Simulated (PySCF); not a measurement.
# C6H16AlN: the cost of one run

Programs: PySCF 2.14.0, with density-fitted response routines of our own. Each step states its level of theory. These are calculated values for one molecule, in the gas phase or a continuum, unless marked as measured. Atoms count from 0, in the outputs and in this text.

## (1) The starting structure

24 atoms, charge 0, multiplicity 1; geometry from: GFN2-xTB. The atoms were then displaced at random by about 0.01 Å, so the start is not that level's minimum.

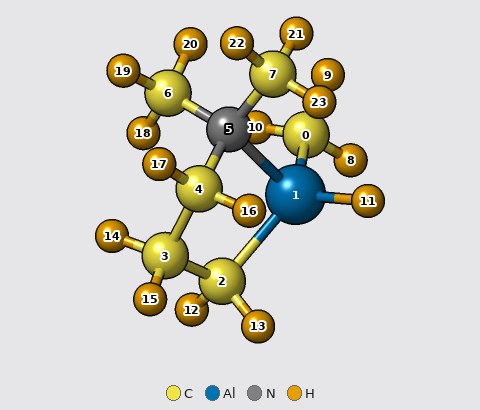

The starting geometry (carbon yellow, aluminium blue, nitrogen grey, hydrogen amber), atoms numbered.

## (2) Optimising the geometry at PBE0-D3(BJ)/def2-SVP

Job settings and geometry (Å):

```
{"job": {"xc": "PBE0", "basis": "def2-SVP", "d3": "d3bj", "grid": 1, "shake": 0.01, "kind": "geom"}, "charge": 0, "multiplicity": 1}
C      1.756870     2.142200    -0.009470
Al     1.108620     0.452210     0.799560
C      1.563280    -1.431260     0.221930
C      0.337420    -2.062890    -0.346930
C     -0.915130    -1.340150     0.208270
N     -0.792270     0.115300     0.021060
C     -0.816120     0.460800    -1.385570
C     -1.819970     0.815870     0.741130
H      2.646550     2.480570     0.530560
H      1.036260     3.001410     0.122980
H      1.991570     2.142340    -1.068260
H      0.696190     0.489500     2.318360
H      2.394730    -1.640410    -0.447970
H      1.814390    -1.959790     1.170490
H      0.296090    -2.016960    -1.432990
H      0.218360    -3.110460    -0.075670
H     -0.933650    -1.491830     1.297160
H     -1.857710    -1.701190    -0.214820
H      0.078260     0.094680    -1.867620
H     -1.727710     0.044610    -1.881310
H     -0.865250     1.547210    -1.492760
H     -1.678310     1.864090     0.633720
H     -2.825500     0.559510     0.354630
H     -1.771280     0.564230     1.797730
```

On the command line:

```sh
$ OMP_NUM_THREADS=1 python probes_run.py task.json out
```

This one command runs all jobs of the session in turn.

Q: Estimate the wall time and peak memory of this first job on 1 thread of AMD EPYC 9R14, shared host.

About 3.1 min, with a peak of 0.85 GiB.
